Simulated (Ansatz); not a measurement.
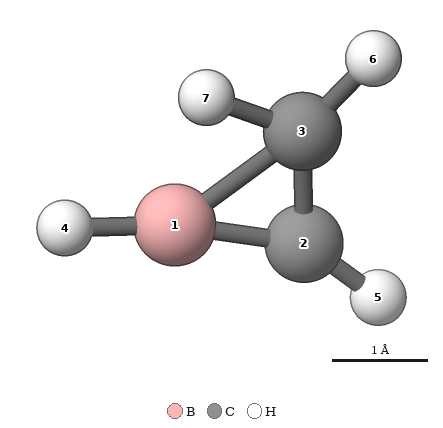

Fig. 1: The structure as given in the input (ball-and-stick view, seen at a tilt; atoms are numbered from 1 in the order of the input). Bond lengths as drawn: B–C 1.44 to 1.68 Å, B–H 1.19 Å, C–C 1.35 Å and C–H 1.09 to 1.16 Å.

**Run report: C2H4B (charge +1), nudged elastic band**

C2H4B, charge +1, computed with RKS PBE0-D4/def2-SVPD (Ansatz 0.2.0).

One setting was made poor on purpose. It belongs to a series of runs on one base structure; here: band between the two ends. Figures and captions count atoms from 1; the log counts them from 0 in places.

What the program printed
```
Engine: ansatz 0.2.0, x86_64-unknown-linux-gnu
Functional definition: PBE0
  parameter a = 0.25
  parameter kappa = 0.804
  parameter beta = 0.06672455060314922
  exchange = (1 - a)*pbe_x(kappa = kappa, mu = beta*pi^2/3) + a*exact_x
  correlation = pbe_c(beta = beta)
753 factors; their error is unknown
mean field evaluation 1: about -2792.7235 eV, gradient 5.2e1 eV
mean field evaluation 2: about -2790.7115 eV, gradient 5.8e1 eV
mean field evaluation 4: about -2799.6453 eV, gradient 2.5e0 eV
mean field evaluation 8: about -2799.6599 eV, gradient 1.1e-2 eV
mean field evaluation 16: about -2799.6475 eV, gradient 3.4e-5 eV
mean field -2799.64745122 eV, -102.8851461632 hartree, gradient 3.4e-5 eV, S^2 0.000000; 0 other end points of the search recorded, 0 dependent functions left out
the calculation of the forces begins
reference -2799.64747541 eV, -102.8851470521 hartree; 10, 10 occupied and 82, 82 virtual orbitals, 753 factors
753 factors; their error is unknown
mean field evaluation 32: about -2796.8014 eV, gradient 8.0e-5 eV
mean field -2796.80141025 eV, -102.7805560867 hartree, gradient 3.3e-5 eV, S^2 0.000000; 0 other end points of the search recorded, 0 dependent functions left out
[... from here on the field's lines of each further geometry are left out, up to the last ...]
NEB iter   1: max|band force component| = 2.391e1 eV/Å  barrier→ = 8.3680 eV  barrier← = 5.5315 eV  Δτ_max = 0.2000 Å  (302 SCF iters)
NEB iter   2: max|band force component| = 6.686e0 eV/Å  barrier→ = 4.8855 eV  barrier← = 2.0491 eV  Δτ_max = 0.2000 Å  (316 SCF iters)
NEB iter   3: max|band force component| = 3.972e0 eV/Å  barrier→ = 4.2681 eV  barrier← = 1.4316 eV  Δτ_max = 0.1974 Å  (316 SCF iters)
NEB iter   4: max|band force component| = 2.703e0 eV/Å  barrier→ = 4.0928 eV  barrier← = 1.2563 eV  Δτ_max = 0.1808 Å  (303 SCF iters)
NEB iter   5: max|band force component| = 1.971e0 eV/Å  barrier→ = 4.3398 eV  barrier← = 1.5033 eV  Δτ_max = 0.1995 Å  (299 SCF iters)
NEB iter   6: max|band force component| = 4.155e0 eV/Å  barrier→ = 4.4725 eV  barrier← = 1.6360 eV  Δτ_max = 0.0976 Å  (325 SCF iters)
NEB iter   7: max|band force component| = 3.232e0 eV/Å  barrier→ = 4.2858 eV  barrier← = 1.4493 eV  Δτ_max = 0.1016 Å  (285 SCF iters)
NEB iter   8: max|band force component| = 1.745e0 eV/Å  barrier→ = 4.2332 eV  barrier← = 1.3967 eV  Δτ_max = 0.0985 Å  (290 SCF iters)
NEB iter   9: max|band force component| = 1.795e0 eV/Å  barrier→ = 4.1580 eV  barrier← = 1.3215 eV  Δτ_max = 0.0498 Å  (281 SCF iters)
NEB iter  10: max|band force component| = 1.117e0 eV/Å  barrier→ = 3.9890 eV  barrier← = 1.1526 eV  Δτ_max = 0.0499 Å  (282 SCF iters)
NEB iter  11: max|band force component| = 5.737e-1 eV/Å  barrier→ = 3.9032 eV  barrier← = 1.0667 eV  Δτ_max = 0.0500 Å  (274 SCF iters)
NEB iter  12: max|band force component| = 5.306e-1 eV/Å  barrier→ = 3.8975 eV  barrier← = 1.0610 eV  Δτ_max = 0.0502 Å  (276 SCF iters)
NEB iter  13: max|band force component| = 6.191e-1 eV/Å  barrier→ = 3.9137 eV  barrier← = 1.0773 eV  Δτ_max = 0.0502 Å  (271 SCF iters)
NEB iter  14: max|band force component| = 6.717e-1 eV/Å  barrier→ = 3.8715 eV  barrier← = 1.0350 eV  Δτ_max = 0.0502 Å  (269 SCF iters)
NEB iter  15: max|band force component| = 9.731e-1 eV/Å  barrier→ = 3.8278 eV  barrier← = 0.9913 eV  Δτ_max = 0.0252 Å  (269 SCF iters)
NEB iter  16: max|band force component| = 8.692e-1 eV/Å  barrier→ = 3.8018 eV  barrier← = 0.9653 eV  Δτ_max = 0.0253 Å  (265 SCF iters)
NEB iter  17: max|band force component| = 8.404e-1 eV/Å  barrier→ = 3.7784 eV  barrier← = 0.9419 eV  Δτ_max = 0.0507 Å  (273 SCF iters)
NEB iter  18: max|band force component| = 8.317e-1 eV/Å  barrier→ = 3.7376 eV  barrier← = 0.9011 eV  Δτ_max = 0.1029 Å  (271 SCF iters)
NEB iter  19: max|band force component| = 8.798e-1 eV/Å  barrier→ = 3.6930 eV  barrier← = 0.8566 eV  Δτ_max = 0.0499 Å  (285 SCF iters)
NEB iter  20: max|band force component| = 5.155e-1 eV/Å  barrier→ = 3.7090 eV  barrier← = 0.8725 eV  Δτ_max = 0.0995 Å  (263 SCF iters)
NEB iter  21: max|band force component| = 5.708e-1 eV/Å  barrier→ = 3.6713 eV  barrier← = 0.8348 eV  Δτ_max = 0.0498 Å  (269 SCF iters)
NEB iter  22: max|band force component| = 5.031e-1 eV/Å  barrier→ = 3.6207 eV  barrier← = 0.7842 eV  Δτ_max = 0.0501 Å  (270 SCF iters)
NEB iter  23: max|band force component| = 1.172e0 eV/Å  barrier→ = 3.5666 eV  barrier← = 0.7301 eV  CI = image 5  Δτ_max = 0.0484 Å  (270 SCF iters)
NEB iter  24: max|band force component| = 6.469e-1 eV/Å  barrier→ = 3.6572 eV  barrier← = 0.8207 eV  CI = image 5  Δτ_max = 0.0515 Å  (270 SCF iters)
NEB iter  25: max|band force component| = 2.505e-1 eV/Å  barrier→ = 3.7028 eV  barrier← = 0.8664 eV  CI = image 5  Δτ_max = 0.0241 Å  (266 SCF iters)
NEB iter  26: max|band force component| = 2.303e-1 eV/Å  barrier→ = 3.6997 eV  barrier← = 0.8632 eV  CI = image 5  Δτ_max = 0.0100 Å  (271 SCF iters)
the calculation of the forces begins
reference -2796.67500626 eV, -102.7759108257 hartree; 10, 10 occupied and 82, 82 virtual orbitals, 753 factors
753 factors; their error is unknown
mean field -2795.95159045 eV, -102.7493257848 hartree, gradient 3.5e-5 eV, S^2 0.000000; 1 other end points of the search recorded, 0 dependent functions left out
the calculation of the forces begins
reference -2795.95161620 eV, -102.7493267313 hartree; 10, 10 occupied and 82, 82 virtual orbitals, 753 factors
NEB iter  27: max|band force component| = 8.355e-2 eV/Å  barrier→ = 3.6981 eV  barrier← = 0.8616 eV  CI = image 5  Δτ_max = 0.0000 Å  (510 SCF iters)
```

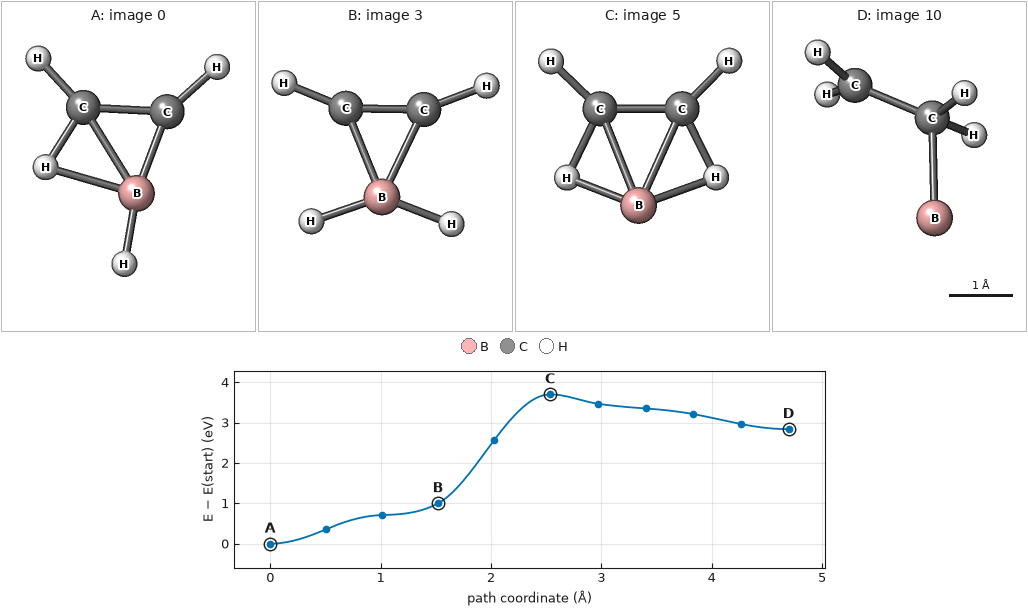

Fig. 2: Images of the last band (counted from 0; ball-and-stick, seen on its broad side) above the energy along the path; the line is a cubic interpolation that uses the forces. The highest image is number 5, 3.698 eV above the start and 0.862 eV above the end (the climbing image); the end lies 2.836 eV above the start. The path is 4.70 Å long. The band converged in 27 iterations.

```
Total energy: -2796.00276140 eV, -102.7512062827 hartree
Atom 0 at    -0.885218    -0.942785    -0.141004 Å, force    -0.021797     0.053716     0.015005 eV/Å
Atom 1 at     0.153097     0.396534    -0.603172 Å, force     0.053757    -0.023560     0.083891 eV/Å
Atom 2 at     0.327698     0.044721     0.656404 Å, force    -0.028880    -0.020997    -0.033161 eV/Å
Atom 3 at    -0.922628     0.082535    -1.106172 Å, force     0.026327    -0.015452    -0.013780 eV/Å
Atom 4 at     0.782671     0.871886    -1.362802 Å, force    -0.039056    -0.006606     0.013760 eV/Å
Atom 5 at     1.153285     0.103054     1.373924 Å, force    -0.027493     0.023843    -0.039857 eV/Å
Atom 6 at    -0.608906    -0.555954     1.182823 Å, force     0.037144    -0.010944    -0.025858 eV/Å
Dipole moment:     0.331521     0.270642     0.032238 e Å
this run last wrote the band of iteration 27 to [file]
```

The last band as extended XYZ (Å, eV, eV/Å)
```
7
Properties=species:S:1:pos:R:3:forces:R:3 image=0 energy=-2799.70079
B    -0.7808   -0.2258   -0.5456   -0.0036  -0.0016  -0.0015
C     0.4828    0.4575   -0.6449    0.0027   0.0010   0.0029
C     0.4043    0.0067    0.6236   -0.0004  -0.0013  -0.0010
H    -1.8457   -0.7334   -0.6736   -0.0006  -0.0001   0.0001
H     1.2326    1.0217   -1.1949    0.0011   0.0010  -0.0014
H     1.0524    0.0536    1.5101    0.0007   0.0010   0.0003
H    -0.5457   -0.5804    0.9252    0.0001   0.0000   0.0007
7
Properties=species:S:1:pos:R:3:forces:R:3 image=1 energy=-2799.34226
B    -0.7196   -0.2630   -0.3331   -0.0672   0.1277  -0.4778
C     0.5232    0.4637   -0.5996   -0.1401  -0.0668  -0.0101
C     0.5104    0.0502    0.6523   -0.4023  -0.2298   0.0575
H    -1.7178   -0.6035   -0.8555   -0.4254  -0.3096   0.2658
H     1.0180    0.9850   -1.4148    0.3988   0.1154   0.2705
H     1.0188   -0.0034    1.6228   -0.0338  -0.0088  -0.0261
H    -0.6329   -0.6291    0.9280    0.6700   0.3720  -0.0798
7
Properties=species:S:1:pos:R:3:forces:R:3 image=2 energy=-2798.99152
B    -0.6924   -0.3127   -0.1446   -0.0163   0.0232  -0.0368
C     0.5660    0.4885   -0.5885    0.0135  -0.0066   0.0643
C     0.6688    0.1383    0.6230   -0.0154  -0.0075  -0.0366
H    -1.5518   -0.4798   -0.9580   -0.0362  -0.0359   0.0236
H     0.8626    0.9575   -1.5235    0.0251   0.0249  -0.0481
H     1.0398   -0.0082    1.6345    0.0087  -0.0082   0.0444
H    -0.8930   -0.7835    0.9571    0.0206   0.0101  -0.0108
7
Properties=species:S:1:pos:R:3:forces:R:3 image=3 energy=-2798.69968
B    -0.7067   -0.4583   -0.0405    0.2176   0.8284   0.2207
C     0.4739    0.4655   -0.5848    0.6838   0.1864   0.0264
C     0.6296    0.1289    0.6097    0.6260   0.2072  -0.0941
H    -1.2529   -0.2486   -1.0866   -0.6314  -0.6526   0.1329
H     0.7117    0.9193   -1.5342   -0.1652   0.0881  -0.3847
H     1.1091    0.0415    1.5718   -0.0540  -0.1310   0.4076
H    -0.9646   -0.8482    1.0646   -0.6769  -0.5265  -0.3089
7
Properties=species:S:1:pos:R:3:forces:R:3 image=4 energy=-2797.13873
B    -0.7642   -0.6789   -0.0899    0.8245   2.0109   0.4584
C     0.2981    0.4165   -0.5868    1.0666   0.1091   0.1252
C     0.4610    0.0763    0.6221    0.9556   0.1939  -0.2687
H    -1.0858   -0.0791   -1.1208   -1.2190  -1.1755  -0.0791
H     0.7464    0.9009   -1.4394   -0.2869   0.1675  -0.6201
H     1.1279    0.0783    1.4695   -0.1048  -0.1778   0.6379
H    -0.7835   -0.7141    1.1451   -1.2361  -1.1282  -0.2535
7
Properties=species:S:1:pos:R:3:forces:R:3 image=5 energy=-2796.00274
B    -0.8852   -0.9428   -0.1410   -0.0218   0.0537   0.0150
C     0.1531    0.3965   -0.6032    0.0538  -0.0236   0.0839
C     0.3277    0.0447    0.6564   -0.0289  -0.0210  -0.0332
H    -0.9226    0.0825   -1.1062    0.0263  -0.0155  -0.0138
H     0.7827    0.8719   -1.3628   -0.0391  -0.0066   0.0138
H     1.1533    0.1031    1.3739   -0.0275   0.0238  -0.0399
H    -0.6089   -0.5560    1.1828    0.0371  -0.0109  -0.0259
7
Properties=species:S:1:pos:R:3:forces:R:3 image=6 energy=-2796.23491
B    -0.8596   -1.2872   -0.3143   -0.0445  -0.3111  -0.1061
C     0.0730    0.4524   -0.5710   -0.0435  -0.0057   0.0243
C     0.2671    0.0135    0.6790   -0.0628  -0.0045   0.0099
H    -0.9036    0.2674   -1.1091    0.0146   0.1705  -0.0240
H     0.7911    0.9898   -1.2013    0.0650  -0.0230   0.0913
H     1.1744    0.1152    1.2859    0.0392   0.0539  -0.1137
H    -0.5423   -0.5511    1.2309    0.0321   0.1198   0.1183
7
Properties=species:S:1:pos:R:3:forces:R:3 image=7 energy=-2796.35147
B    -0.6086   -1.4997   -0.6053    0.0783  -0.0924  -0.0916
C    -0.0086    0.5071   -0.5110   -0.0224  -0.0072   0.0099
C     0.2285   -0.0113    0.7109   -0.0174   0.0136   0.0154
H    -1.0091    0.4542   -0.9940   -0.0426   0.0775   0.0394
H     0.7464    1.0474   -1.0922    0.0210  -0.0549   0.0077
H     1.2008    0.0603    1.2095    0.0126  -0.0080  -0.0378
H    -0.5493   -0.5580    1.2822   -0.0295   0.0714   0.0570
7
Properties=species:S:1:pos:R:3:forces:R:3 image=8 energy=-2796.49056
B    -0.4021   -1.4191   -0.9994    0.1130   0.0833  -0.3270
C    -0.0639    0.4357   -0.4664   -0.0177  -0.1194   0.0010
C     0.2155   -0.0110    0.7858   -0.0263   0.0425   0.0904
H    -1.1073    0.4770   -0.8497   -0.0662   0.0274   0.1218
H     0.6613    1.0156   -1.0540   -0.0014  -0.1911  -0.0437
H     1.2147    0.0903    1.2192    0.0167   0.0384   0.0129
H    -0.5182   -0.5885    1.3644   -0.0182   0.1191   0.1446
7
Properties=species:S:1:pos:R:3:forces:R:3 image=9 energy=-2796.73863
B    -0.1868   -1.2329   -1.3245    0.1261   0.1940  -0.3066
C    -0.1109    0.3249   -0.4487   -0.0191  -0.1599  -0.0061
C     0.2020   -0.0248    0.8420   -0.0134   0.0162   0.0671
H    -1.1809    0.4243   -0.7376   -0.0539  -0.0158   0.1160
H     0.5772    0.9617   -1.0330   -0.0102  -0.1978  -0.0500
H     1.2088    0.1277    1.2417    0.0115   0.0147   0.0121
H    -0.5094   -0.5809    1.4600   -0.0410   0.1487   0.1675
7
Properties=species:S:1:pos:R:3:forces:R:3 image=10 energy=-2796.86431
B     0.0158   -1.0354   -1.5800   -0.0008  -0.0020  -0.0016
C    -0.1603    0.2329   -0.4283    0.0005  -0.0009  -0.0101
C     0.1912   -0.0511    0.8756    0.0027  -0.0074   0.0015
H    -1.2405    0.3416   -0.6622    0.0012   0.0011   0.0016
H     0.5089    0.9001   -1.0116   -0.0020   0.0038   0.0022
H     1.2180    0.0863    1.2283    0.0013   0.0025   0.0023
H    -0.5331   -0.4744    1.5782   -0.0029   0.0028   0.0041
```

The run was set up as follows.

Input
```yaml
crystal:
  periodic: [false, false, false]
  atoms:
    - { symbol: B, position_ang: [-0.780762, -0.225807, -0.545644] }
    - { symbol: C, position_ang: [0.482821, 0.457527, -0.644919] }
    - { symbol: C, position_ang: [0.404308, 0.006743, 0.62364] }
    - { symbol: H, position_ang: [-1.845686, -0.733423, -0.67357] }
    - { symbol: H, position_ang: [1.232584, 1.021719, -1.194855] }
    - { symbol: H, position_ang: [1.052397, 0.053612, 1.510112] }
    - { symbol: H, position_ang: [-0.545663, -0.580381, 0.925236] }
total_charge: 1
basis:
  gaussian: { orbitals: def2-SVPD }
hamiltonian:
  xc: pbe0
  dispersion: d4
neb:
  order_check: false
  images: 9
  f_tol: 0.2
  max_iterations: 60
  final_atoms:
    - { symbol: B, position_ang: [0.01583609, -1.03542643, -1.5800067] }
    - { symbol: C, position_ang: [-0.16032106, 0.23293145, -0.42829335] }
    - { symbol: C, position_ang: [0.19119972, -0.05113769, 0.87556814] }
    - { symbol: H, position_ang: [-1.24046108, 0.34161099, -0.66215023] }
    - { symbol: H, position_ang: [0.50889077, 0.9001006, -1.01160795] }
    - { symbol: H, position_ang: [1.21798288, 0.0862828, 1.22827023] }
    - { symbol: H, position_ang: [-0.53312834, -0.4743717, 1.57821986] }
  initial_path:
    images:
      - { positions_ang: [[-0.780762, -0.225807, -0.545644], [0.482821, 0.457527, -0.644919], [0.404308, 0.006743, 0.62364], [-1.845686, -0.733423, -0.67357], [1.232584, 1.021719, -1.194855], [1.052397, 0.053612, 1.510112], [-0.545663, -0.580381, 0.925236]] }
      - { positions_ang: [[-0.82938424, -0.27969686, -0.45904898], [0.41475055, 0.41779163, -0.6302084], [0.39592237, -0.00392117, 0.64412433], [-1.66015242, -0.5905751, -0.81744169], [1.12741478, 0.97506276, -1.21826592], [1.0791824, 0.07506397, 1.48714235], [-0.52773444, -0.59373524, 0.99369831]] }
      - { positions_ang: [[-0.87800648, -0.33358671, -0.37245397], [0.3466801, 0.37805626, -0.6154978], [0.38753673, -0.01458534, 0.66460866], [-1.47461884, -0.44772719, -0.96131338], [1.02224556, 0.92840651, -1.24167684], [1.1059678, 0.09651594, 1.4641727], [-0.50980587, -0.60708947, 1.06216062]] }
      - { positions_ang: [[-0.92662872, -0.38747657, -0.28585895], [0.27860965, 0.33832089, -0.6007872], [0.3791511, -0.02524951, 0.68509299], [-1.28908526, -0.30487929, -1.10518507], [0.91707634, 0.88175027, -1.26508776], [1.1327532, 0.11796792, 1.44120305], [-0.49187731, -0.62044371, 1.13062292]] }
      - { positions_ang: [[-0.97525096, -0.44136643, -0.19926393], [0.2105392, 0.29858552, -0.58607659], [0.37076546, -0.03591367, 0.70557732], [-1.10355168, -0.16203139, -1.24905676], [0.81190711, 0.83509402, -1.28849868], [1.1595386, 0.13941989, 1.4182334], [-0.47394874, -0.63379794, 1.19908523]] }
      - { positions_ang: [[-1.0238732, -0.49525629, -0.11266892], [0.14246875, 0.25885015, -0.57136599], [0.36237983, -0.04657784, 0.72606166], [-0.9180181, -0.01918349, -1.39292845], [0.70673789, 0.78843778, -1.3119096], [1.18632401, 0.16087186, 1.39526375], [-0.45602018, -0.64715218, 1.26754754]] }
      - { positions_ang: [[-0.81593134, -0.60329032, -0.40613647], [0.08191079, 0.25366641, -0.54275146], [0.32814381, -0.04748981, 0.75596295], [-0.98250669, 0.05297541, -1.2467728], [0.66716847, 0.81077034, -1.25184927], [1.19265578, 0.14595405, 1.36186505], [-0.47144181, -0.61259608, 1.32968201]] }
      - { positions_ang: [[-0.60798948, -0.71132435, -0.69960403], [0.02135283, 0.24848267, -0.51413693], [0.29390779, -0.04840178, 0.78586425], [-1.04699529, 0.1251343, -1.10061716], [0.62759904, 0.83310291, -1.19178894], [1.19898755, 0.13103624, 1.32846635], [-0.48686344, -0.57803999, 1.39181647]] }
      - { positions_ang: [[-0.40004762, -0.81935838, -0.99307159], [-0.03920513, 0.24329893, -0.48552241], [0.25967177, -0.04931375, 0.81576555], [-1.11148388, 0.1972932, -0.95446152], [0.58802962, 0.85543547, -1.13172861], [1.20531933, 0.11611843, 1.29506764], [-0.50228507, -0.54348389, 1.45395093]] }
      - { positions_ang: [[-0.19210577, -0.92739241, -1.28653914], [-0.09976309, 0.23811519, -0.45690788], [0.22543575, -0.05022572, 0.84566684], [-1.17597248, 0.26945209, -0.80830588], [0.5484602, 0.87776803, -1.07166828], [1.2116511, 0.10120061, 1.26166894], [-0.5177067, -0.5089278, 1.5160854]] }
      - { positions_ang: [[0.01583609, -1.03542643, -1.5800067], [-0.16032106, 0.23293145, -0.42829335], [0.19119972, -0.05113769, 0.87556814], [-1.24046108, 0.34161099, -0.66215023], [0.50889077, 0.9001006, -1.01160795], [1.21798288, 0.0862828, 1.22827023], [-0.53312834, -0.4743717, 1.57821986]] }
```

Run as:
```bash
ansatz run input.yaml --threads 2 --pin off --max-ram 3072MiB --backend cpu --events-out ev --progress --plain --runs-dir out
```

Results in brief

| quantity | value |
| --- | --- |
| outcome | converged |
| barrier, forward | 3.698 eV |
| barrier, backward | 0.862 eV |
| hardware | 2 threads of Intel Xeon (Sapphire Rapids), 16 GiB of memory available, shared host |
| wall time | 2.9 min (CPU time 5.5 min) |
| peak memory | 0.17 GiB |

Notes

A deliberately poor setting: loose force. The order of the saddle point was not checked.
